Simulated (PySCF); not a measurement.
CH5N2 (charge +1): NMR shielding calculation

System: CH5N2, charge +1.
Method: GIAO HF/pcSseg-2 NMR shielding, non-relativistic, gas phase (PySCF 2.14.0).

The geometry comes from this level: PBE0-D3(BJ)/def2-SVP. Figures and captions count atoms from 1; the log counts them from 0 in places.

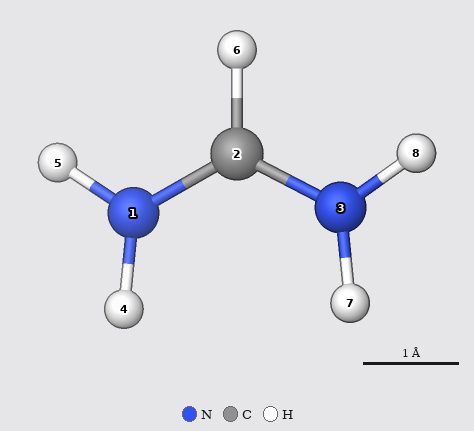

Fig. 1: The structure (ball-and-stick view, seen at a tilt; atoms are numbered from 1 in the order of the input). Bond lengths as drawn: C–H 1.10 Å, C–N 1.31 Å and H–N 1.02 Å.

### Input file
```
{"job": {"kind": "nmr", "xc": "HF", "basis": "pcSseg-2", "pop": false}, "charge": 1, "multiplicity": 1}
N      1.156956     0.220479     0.041435
C      0.003239    -0.386683     0.141298
N     -1.159679     0.124771    -0.168119
H      1.256274     1.175177    -0.295865
H      2.009517    -0.262880     0.308606
H      0.011692    -1.415833     0.517653
H     -1.274566     1.070556    -0.525044
H     -2.003832    -0.428937    -0.055543
```

The first line tells a small driver script what to run in PySCF; the rest is the geometry in Å.

### What the program printed
```
final grid: 60056 points
cycle   1  E = -149.4640220138  dE =  8.806e-01  |g| = 4.433e-01  |ddm| = 1.773e+00
cycle   2  E = -149.5201296860  dE = -5.611e-02  |g| = 1.650e-01  |ddm| = 3.058e-01
cycle   3  E = -149.5264460405  dE = -6.316e-03  |g| = 4.110e-02  |ddm| = 1.209e-01
cycle   4  E = -149.5270091066  dE = -5.631e-04  |g| = 6.121e-03  |ddm| = 3.198e-02
cycle   5  E = -149.5270293586  dE = -2.025e-05  |g| = 2.713e-03  |ddm| = 6.320e-03
cycle   6  E = -149.5270321086  dE = -2.750e-06  |g| = 8.842e-04  |ddm| = 2.210e-03
cycle   7  E = -149.5270326997  dE = -5.911e-07  |g| = 2.959e-04  |ddm| = 1.135e-03
cycle   8  E = -149.5270327445  dE = -4.481e-08  |g| = 3.284e-05  |ddm| = 3.466e-04
cycle   9  E = -149.5270327451  dE = -5.559e-10  |g| = 6.987e-06  |ddm| = 5.032e-05
converged SCF energy = -149.5270327451

GIAO shielding tensors (ppm)
atom      isotropic    diamagn.    paramagn.     s11        s22        s33       span
  0 N      152.846     318.588    -165.742     45.574    201.220    211.745    166.171
  1 C       19.890     248.297    -228.406    -72.025    -13.645    145.341    217.365
  2 N      152.840     318.588    -165.748     45.557    201.222    211.742    166.184
  3 H       25.278      29.385      -4.107     20.077     23.355     32.403     12.325
  4 H       24.925      27.623      -2.698     19.939     22.257     32.579     12.640
  5 H       23.666      27.608      -3.942     20.546     24.627     25.825      5.280
  6 H       25.279      29.386      -4.107     20.077     23.356     32.403     12.326
  7 H       24.924      27.623      -2.699     19.939     22.256     32.578     12.639
```

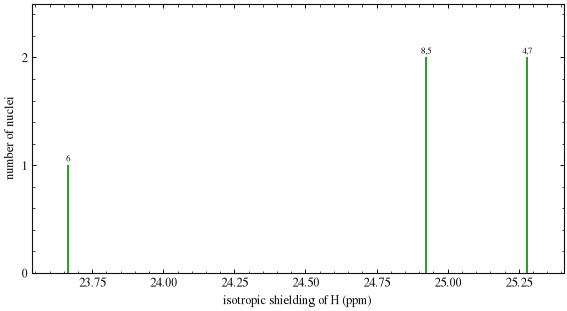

Fig. 2: Isotropic shieldings of the hydrogen nuclei in this fixed geometry, labelled by atom number; shielding grows to the right, so chemical shift grows to the left. The least shielded is H6 (23.7 ppm), the most shielded H7 (25.3 ppm).

### Key numbers

- outcome: converged
- total energy: −149.527033 hartree
- HOMO: −17.62 eV
- LUMO: −2.19 eV
- isotropic shielding, N: 152.8 ppm
- isotropic shielding, C: 19.9 ppm
- isotropic shielding, H: 23.7 to 25.3 ppm
- hardware: 4 threads of Arm Neoverse N1, 98 GiB of memory available, shared host
- wall time: 3.9 s (CPU time 5.9 s)
- peak memory: 0.87 GiB
